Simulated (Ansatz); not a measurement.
The calculation's input:

```
crystal:
  periodic: [false, false, false]
  atoms:
    - { symbol: Ge, position_ang: [0.0, 0.0, 0.0] }
    - { symbol: F, position_ang: [0.0, 0.0, 1.68] }
    - { symbol: F, position_ang: [1.5842, 0.0, -0.5594] }
    - { symbol: F, position_ang: [-0.7913, 1.3709, -0.5594] }
    - { symbol: F, position_ang: [-0.7913, -1.3709, -0.5594] }
basis:
  gaussian: { orbitals: def2-SVP }
hamiltonian:
  xc: pbe0
relax:
  f_tol: 0.02
  max_steps: 40
output:
  orbitals: {}
```

Launched as:

```sh
ansatz run input.yaml --threads 1 --pin off --max-ram 2048MiB --backend cpu --events-out ev --progress --plain --runs-dir out
```

The fields are those of the run's last geometry, not of the input's.

The calculation used RKS PBE0/def2-SVP in Ansatz.

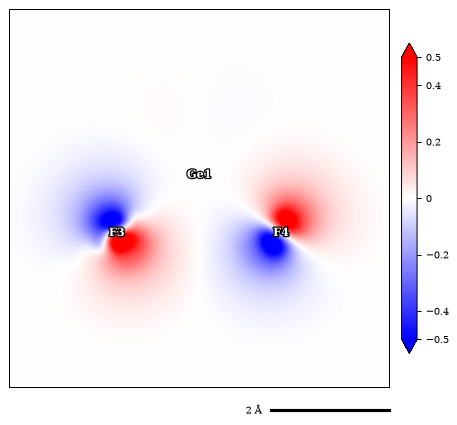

F₄Ge. The HOMO on the plane of atoms F3, Ge1 and F4 (values in Å⁻³ᐟ²; the overall sign is arbitrary).

Question: Describe this orbital and give its energy.

Answer: It lies mainly on F2 (about 35 %), F3 (about 35 %), F4 (about 10 %) and F5 (about 10 %); largely a combination of lone pairs on F2, F3, F4 and F5. It is one of a degenerate set, so its orientation is arbitrary. Its energy is −12.48 eV.
